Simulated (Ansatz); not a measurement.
## Breaking a bond in SiH3F (SMILES F[SiH3])

SiH3F has 5 atoms, charge 0, and is taken as a singlet. As SMILES, `F[SiH3]`. Geometry: relaxed at PBE0-D4/def2-TZVP.

```xyz
5

F    -1.2746    0.1628    0.8580
Si    0.0433   -0.0193   -0.0307
H    -0.3678   -0.1926   -1.4437
H     0.7686   -1.2179    0.4516
H     0.8805    1.1934    0.1234
```

The Si2–H3 distance is scanned; the parts on either side stay rigid. Basis STO-3G, 6 core orbitals frozen in the correlated methods; program Ansatz 0.2.0. FCI is exact within this basis and core. Energies in eV from each method's value at 1.482 Å; methods without a U are spin-restricted. The shape above is that at 1.482 Å.

| distance (Å) | revPBE | r2SCAN0 | wB97X | RPA@PBE | CCSD | CCSDT | FCI |
| --- | --- | --- | --- | --- | --- | --- | --- |
| 1.482 | 0.00 | 0.00 | 0.00 | 0.00 | 0.00 | 0.00 | 0.00 |
| 1.852 | 1.04 | 1.33 | 1.32 | 1.15 | 1.23 | 1.21 | 1.21 |
| 2.223 | 2.68 | 3.29 | 3.34 | 2.87 | 2.96 | 2.89 | 2.89 |
| 2.964 | 5.17 | 6.34 | 6.65 | 5.15 | 4.82 | 4.63 | 4.62 |
| 3.704 | 6.29 | 7.75 | 8.41 | 5.66 | 5.15 | 4.90 | 4.88 |

Departure from the FCI curve at its largest: revPBE +1.41 eV at 3.70 Å; r2SCAN0 +2.87 eV at 3.70 Å; wB97X +3.53 eV at 3.70 Å; RPA@PBE +0.78 eV at 3.70 Å; CCSD +0.27 eV at 3.70 Å; CCSDT +0.02 eV at 3.70 Å. Restricted functionals keep the electrons paired too, and rise too high.

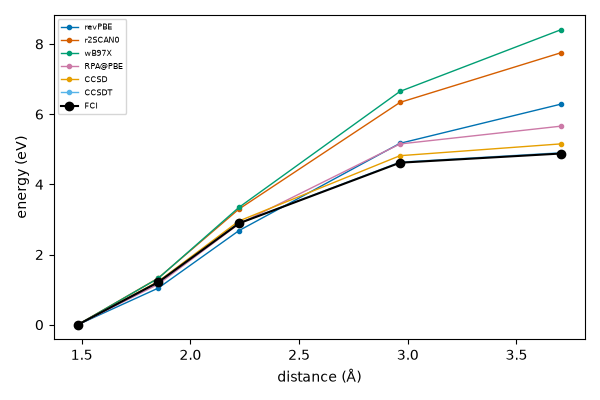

The curves of the table.
